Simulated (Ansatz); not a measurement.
## Run report: AlH2Cl2F, geometry relaxation (part 1 of 2)

The run: geometry relaxation of AlH2Cl2F. Method and program: RKS PBE-D4/def2-SVP (Ansatz 0.2.0).

It belongs to a series of runs on one base structure; here: end point B relaxed. Figures and captions count atoms from 1; the log counts them from 0 in places.

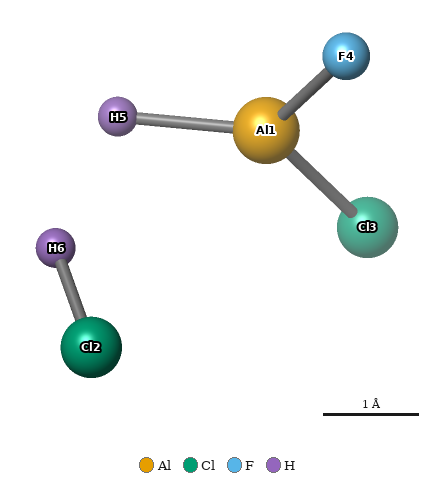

*The structure as given in the input (ball-and-stick view, seen at a tilt; atoms are numbered from 1 in the order of the input). Sticks mark near contacts.*

## Summary

| quantity | value |
| --- | --- |
| outcome | converged |
| total energy | −34366.9520 eV |
| mean-field energy | −34366.8187 eV |
| largest force (length of the vector) at the end | 0.023 eV/Å |
| hardware | 1 thread of Arm Neoverse V2, 24 GiB of memory available, shared host |
| wall time | 55 s |
| peak memory | 0.15 GiB |

## Input file
```yaml
crystal:
  periodic: [false, false, false]
  atoms:
    - { symbol: Al, position_ang: [0.147708, -0.507238, -0.492444] }
    - { symbol: Cl, position_ang: [0.145455, -0.135619, 2.909157] }
    - { symbol: Cl, position_ang: [1.894434, 0.365927, -1.248772] }
    - { symbol: F, position_ang: [-1.333435, 0.141956, -0.915949] }
    - { symbol: H, position_ang: [0.179812, -1.817358, 0.37147] }
    - { symbol: H, position_ang: [0.158226, -1.235168, 2.141538] }
basis:
  gaussian: { orbitals: def2-SVP }
hamiltonian:
  xc: pbe
  dispersion: d4
relax:
  f_tol: 0.03
  max_steps: 50
```

Run as:
```bash
ansatz run input.yaml --threads 1 --pin off --max-ram 2048MiB --backend cpu --events-out ev --progress --plain --runs-dir out
```

## Output
```
The last accepted step is kept in [file] (removed where the run ends without a failure and the disk answers)
Engine: ansatz 0.2.0, aarch64-unknown-linux-gnu
Functional definition: PBE
  parameter kappa = 0.804
  parameter beta = 0.06672455060314922
  exchange = pbe_x(kappa = kappa, mu = beta*pi^2/3)
  correlation = pbe_c(beta = beta)
847 factors; their error is unknown
mean field evaluation 1: about -34363.9469 eV, gradient 3.9e1 eV
mean field evaluation 2: about -34348.4268 eV, gradient 1.1e2 eV
mean field evaluation 4: about -34366.5554 eV, gradient 4.2e0 eV
mean field evaluation 8: about -34366.5505 eV, gradient 7.4e-2 eV
mean field -34366.55055199 eV, -1262.9474383009 hartree, gradient 5.3e-5 eV, S^2 0.000000; 0 other end points of the search recorded, 0 dependent functions left out
the calculation of the forces begins
reference -34366.55058912 eV, -1262.9474396655 hartree; 29, 29 occupied and 49, 49 virtual orbitals, 847 factors
relax step   1: F+E_penalty+E_count = -34366.66599811 eV  Δ(F+E_penalty+E_count) = +0.000e0 eV  max|allowed force component| = 6.901e-1 eV/Å  Δτ_max = 0.0000 Å  (24 SCF iters, accepted)
these checks for a lower state are left out or cut short: starts, cluster_reference, orbital_swaps, neighbouring_geometries, increment
847 factors; their error is unknown
mean field evaluation 16: about -34366.4986 eV, gradient 6.3e0 eV
mean field -34366.60849885 eV, -1262.9495678089 hartree, gradient 2.3e-5 eV, S^2 0.000000; 0 other end points of the search recorded, 0 dependent functions left out
[... from here on the field's lines of each further geometry are left out, up to the last ...]
relax step   2: F+E_penalty+E_count = -34366.72830376 eV  Δ(F+E_penalty+E_count) = -6.231e-2 eV  max|allowed force component| = 7.764e-1 eV/Å  Δτ_max = 0.1943 Å  (27 SCF iters, accepted)
relax step   3: F+E_penalty+E_count = -34366.78858946 eV  Δ(F+E_penalty+E_count) = -6.029e-2 eV  max|allowed force component| = 1.202e0 eV/Å  Δτ_max = 0.1952 Å  (27 SCF iters, accepted)
relax step   4: F+E_penalty+E_count = -34366.85465020 eV  Δ(F+E_penalty+E_count) = -6.606e-2 eV  max|allowed force component| = 8.733e-1 eV/Å  Δτ_max = 0.1950 Å  (27 SCF iters, accepted)
relax step   5: F+E_penalty+E_count = -34366.84505266 eV  Δ(F+E_penalty+E_count) = +9.598e-3 eV  max|allowed force component| = 5.062e-1 eV/Å  Δτ_max = 0.1954 Å  (27 SCF iters, rejected (line search))
relax step   6: F+E_penalty+E_count = -34366.88689448 eV  Δ(F+E_penalty+E_count) = -3.224e-2 eV  max|allowed force component| = 3.469e-1 eV/Å  Δτ_max = 0.0951 Å  (26 SCF iters, accepted)
relax step   7: F+E_penalty+E_count = -34366.90572002 eV  Δ(F+E_penalty+E_count) = -1.883e-2 eV  max|allowed force component| = 1.392e-1 eV/Å  Δτ_max = 0.0975 Å  (26 SCF iters, accepted)
relax step   8: F+E_penalty+E_count = -34366.92571095 eV  Δ(F+E_penalty+E_count) = -1.999e-2 eV  max|allowed force component| = 3.535e-1 eV/Å  Δτ_max = 0.1463 Å  (25 SCF iters, accepted)
relax step   9: F+E_penalty+E_count = -34366.93503099 eV  Δ(F+E_penalty+E_count) = -9.320e-3 eV  max|allowed force component| = 1.102e-1 eV/Å  Δτ_max = 0.1378 Å  (26 SCF iters, accepted)
relax step  10: F+E_penalty+E_count = -34366.92438710 eV  Δ(F+E_penalty+E_count) = +1.064e-2 eV  max|allowed force component| = 3.953e-1 eV/Å  Δτ_max = 0.0868 Å  (27 SCF iters, rejected (line search))
relax step  11: F+E_penalty+E_count = -34366.94003574 eV  Δ(F+E_penalty+E_count) = -5.005e-3 eV  max|allowed force component| = 1.219e-1 eV/Å  Δτ_max = 0.0417 Å  (26 SCF iters, accepted)
relax step  12: F+E_penalty+E_count = -34366.94141978 eV  Δ(F+E_penalty+E_count) = -1.384e-3 eV  max|allowed force component| = 7.284e-2 eV/Å  Δτ_max = 0.0409 Å  (27 SCF iters, accepted)
relax step  13: F+E_penalty+E_count = -34366.94190809 eV  Δ(F+E_penalty+E_count) = -4.883e-4 eV  max|allowed force component| = 4.513e-2 eV/Å  Δτ_max = 0.0462 Å  (26 SCF iters, accepted)
relax step  14: F+E_penalty+E_count = -34366.94226219 eV  Δ(F+E_penalty+E_count) = -3.541e-4 eV  max|allowed force component| = 3.387e-2 eV/Å  Δτ_max = 0.0162 Å  (27 SCF iters, accepted)
relax step  15: F+E_penalty+E_count = -34366.94281727 eV  Δ(F+E_penalty+E_count) = -5.551e-4 eV  max|allowed force component| = 4.352e-3 eV/Å  Δτ_max = 0.0514 Å  (26 SCF iters, accepted)
relax step  16: F+E_penalty+E_count = -34366.90823737 eV  Δ(F+E_penalty+E_count) = +3.458e-2 eV  max|allowed force component| = 1.145e0 eV/Å  Δτ_max = 0.1972 Å  (30 SCF iters, rejected (line search))
relax step  17: F+E_penalty+E_count = -34366.94305073 eV  Δ(F+E_penalty+E_count) = -2.335e-4 eV  max|allowed force component| = 4.775e-2 eV/Å  Δτ_max = 0.0297 Å  (26 SCF iters, accepted)
relax step  18: F+E_penalty+E_count = -34366.94295398 eV  Δ(F+E_penalty+E_count) = +9.675e-5 eV  max|allowed force component| = 1.702e-1 eV/Å  Δτ_max = 0.0533 Å  (25 SCF iters, rejected (line search))
relax step  19: F+E_penalty+E_count = -34366.94325326 eV  Δ(F+E_penalty+E_count) = -2.025e-4 eV  max|allowed force component| = 1.614e-2 eV/Å  Δτ_max = 0.0266 Å  (26 SCF iters, accepted)
relax step  20: F+E_penalty+E_count = -34366.94325925 eV  Δ(F+E_penalty+E_count) = -5.992e-6 eV  max|allowed force component| = 5.541e-2 eV/Å  Δτ_max = 0.0498 Å  (26 SCF iters, accepted)
relax step  21: F+E_penalty+E_count = -34366.94357804 eV  Δ(F+E_penalty+E_count) = -3.188e-4 eV  max|allowed force component| = 1.593e-1 eV/Å  Δτ_max = 0.0470 Å  (26 SCF iters, accepted)
relax step  22: F+E_penalty+E_count = -34366.94434612 eV  Δ(F+E_penalty+E_count) = -7.681e-4 eV  max|allowed force component| = 9.046e-2 eV/Å  Δτ_max = 0.0313 Å  (26 SCF iters, accepted)
relax step  23: F+E_penalty+E_count = -34366.94500841 eV  Δ(F+E_penalty+E_count) = -6.623e-4 eV  max|allowed force component| = 5.025e-2 eV/Å  Δτ_max = 0.0471 Å  (26 SCF iters, accepted)
relax step  24: F+E_penalty+E_count = -34366.92290245 eV  Δ(F+E_penalty+E_count) = +2.211e-2 eV  max|allowed force component| = 7.744e-1 eV/Å  Δτ_max = 0.1953 Å  (31 SCF iters, rejected (line search))
relax step  25: F+E_penalty+E_count = -34366.94627178 eV  Δ(F+E_penalty+E_count) = -1.263e-3 eV  max|allowed force component| = 2.379e-2 eV/Å  Δτ_max = 0.0899 Å  (26 SCF iters, accepted)
relax step  26: F+E_penalty+E_count = -34366.94692145 eV  Δ(F+E_penalty+E_count) = -6.497e-4 eV  max|allowed force component| = 1.572e-1 eV/Å  Δτ_max = 0.0744 Å  (25 SCF iters, accepted)
relax step  27: F+E_penalty+E_count = -34366.94751963 eV  Δ(F+E_penalty+E_count) = -5.982e-4 eV  max|allowed force component| = 1.386e-1 eV/Å  Δτ_max = 0.0534 Å  (26 SCF iters, accepted)
relax step  28: F+E_penalty+E_count = -34366.94035859 eV  Δ(F+E_penalty+E_count) = +7.161e-3 eV  max|allowed force component| = 6.026e-1 eV/Å  Δτ_max = 0.1491 Å  (26 SCF iters, rejected (line search))
relax step  29: F+E_penalty+E_count = -34366.95045022 eV  Δ(F+E_penalty+E_count) = -2.931e-3 eV  max|allowed force component| = 4.698e-2 eV/Å  Δτ_max = 0.0744 Å  (26 SCF iters, accepted)
the calculation of the forces begins
reference -34366.81874602 eV, -1262.9572942500 hartree; 29, 29 occupied and 49, 49 virtual orbitals, 847 factors
relax step  30: F+E_penalty+E_count = -34366.95192740 eV  Δ(F+E_penalty+E_count) = -1.477e-3 eV  max|allowed force component| = 2.108e-2 eV/Å  Δτ_max = 0.0499 Å  (26 SCF iters, accepted)
847 factors; their error is unknown
mean field evaluation 224: about -34350.9039 eV, gradient 9.9e1 eV
```

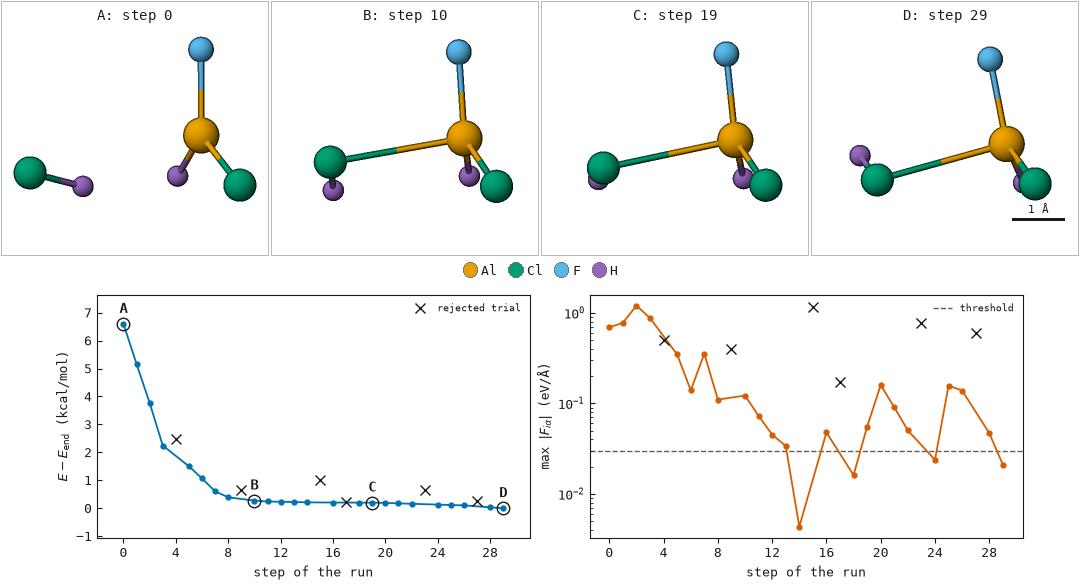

*Frames of the relaxation (ball-and-stick view, seen at a tilt) above the curves, on which the letters mark them (the first geometry is step 0 here and step 1 in the log).*

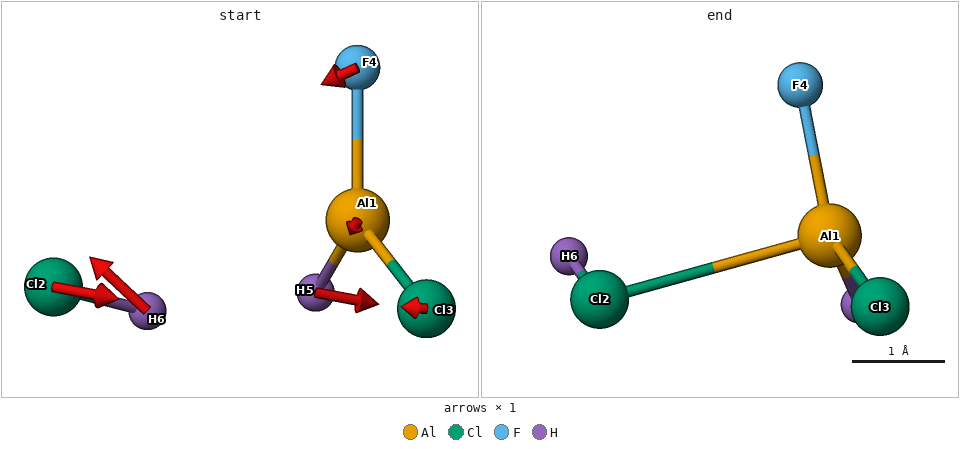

*Before (left) and after (right) the relaxation, at one scale (ball-and-stick view, seen at a tilt). The red arrows give the displacements, at true length.*

After 29 geometry steps the energy has fallen by 6.59 kcal/mol. The largest force component goes from 0.69 to 0.021 eV/Å. The line search rejected the trial steps at points 4, 9, 15, 17, 23, 27 (counted from 0) and went back. The largest move after the best rigid fit is that of H6, 0.88 Å. Largest moves by element: H 0.88 Å, Cl 0.81 Å, F 0.47 Å, Al 0.21 Å. Among the contacts that change: Al1–Cl2 3.422 → 2.618 Å, Cl2–H6 1.341 → 1.303 Å, Al1–Cl3 2.094 → 2.116 Å, Al1–H5 1.570 → 1.584 Å. (Atoms are counted from 1 in the order of the input.)

```
mean field -34366.81870912 eV, -1262.9572928940 hartree, gradient 1.3e-5 eV, S^2 0.000000; 1 other end points of the search recorded, 0 dependent functions left out
the calculation of the forces begins
reference -34366.81874602 eV, -1262.9572942500 hartree; 29, 29 occupied and 49, 49 virtual orbitals, 847 factors
Total energy: -34366.95196430 eV, -1262.9621899314 hartree
Atom 0 at     0.209999    -0.619604    -0.350311 Å, force    -0.001621    -0.018048    -0.004773 eV/Å
Atom 1 at     0.585243    -0.132945     2.194048 Å, force     0.018607     0.003051     0.000023 eV/Å
Atom 2 at     1.821049     0.566719    -1.039283 Å, force     0.004427     0.007606    -0.001292 eV/Å
Atom 3 at    -1.324987     0.066766    -0.394786 Å, force    -0.002931    -0.001273     0.006852 eV/Å
Atom 4 at     0.303564    -2.197856    -0.261039 Å, force     0.002594     0.004881    -0.008180 eV/Å
Atom 5 at    -0.402668    -0.870579     2.616370 Å, force    -0.021076     0.003784     0.007370 eV/Å
Dipole moment:    -0.090179    -0.282645     0.732627 e Å
```

## Trajectory as extended XYZ (Å, eV, eV/Å), 30 frames, from step=1 to step=30
```
6
Properties=species:S:1:pos:R:3:forces:R:3 step=1 energy=-34366.66600
Al    0.1477   -0.5072   -0.4924   -0.0464   0.2359   0.1118
Cl    0.1455   -0.1356    2.9092    0.0109  -0.6738  -0.6845
Cl    1.8944    0.3659   -1.2488    0.0179   0.0087  -0.0059
F    -1.3334    0.1420   -0.9159    0.0200  -0.0092   0.0029
H     0.1798   -1.8174    0.3715    0.0085  -0.2517   0.0302
H     0.1582   -1.2352    2.1415   -0.0109   0.6901   0.5455
6
Properties=species:S:1:pos:R:3:forces:R:3 step=2 energy=-34366.72830
Al    0.1431   -0.4771   -0.4102   -0.0345  -0.0351   0.1769
Cl    0.1636   -0.0810    2.7236   -0.0095  -0.6951  -0.5431
Cl    1.8890    0.3779   -1.1944    0.0425   0.0452   0.0257
F    -1.3330    0.1451   -0.8918   -0.0024   0.0308   0.0598
H     0.1708   -1.8529    0.3753   -0.0001  -0.1221  -0.1079
H     0.1587   -1.2995    2.1625    0.0040   0.7764   0.3886
6
Properties=species:S:1:pos:R:3:forces:R:3 step=3 energy=-34366.78859
Al    0.1429   -0.4728   -0.3226    0.0004  -0.2879   0.1900
Cl    0.1512    0.0045    2.5485    0.0143  -1.1810  -0.6287
Cl    1.8880    0.3814   -1.1222    0.0462   0.0730   0.0540
F    -1.3312    0.1608   -0.7999   -0.0300   0.0598   0.0868
H     0.1750   -1.9566    0.2891   -0.0137   0.1336  -0.0781
H     0.1663   -1.3049    2.1721   -0.0171   1.2025   0.3760
6
Properties=species:S:1:pos:R:3:forces:R:3 step=4 energy=-34366.85465
Al    0.1428   -0.4889   -0.2498    0.2081   0.0019   0.0679
Cl    0.1429    0.0288    2.3553    0.0316  -0.7913  -0.2408
Cl    1.8992    0.3880   -1.0519   -0.1727  -0.0699   0.1082
F    -1.3335    0.1675   -0.6921   -0.0404   0.0195  -0.0004
H     0.1776   -1.9855    0.3175   -0.0076  -0.0335  -0.1302
H     0.1632   -1.2974    2.0860   -0.0190   0.8733   0.1953
6
Properties=species:S:1:pos:R:3:forces:R:3 step=5 energy=-34366.84505 accepted=F
Al    0.1363   -0.5094   -0.1652    0.0607  -0.2112  -0.5062
Cl    0.1601    0.1001    2.2835    0.0104  -0.3944  -0.0537
Cl    1.8818    0.3738   -0.9551    0.0698   0.0752   0.0437
F    -1.3313    0.1531   -0.6316   -0.0984   0.0513   0.0694
H     0.1735   -2.0907    0.1530   -0.0357   0.2462   0.2106
H     0.1719   -1.2144    2.0804   -0.0068   0.2330   0.2363
```
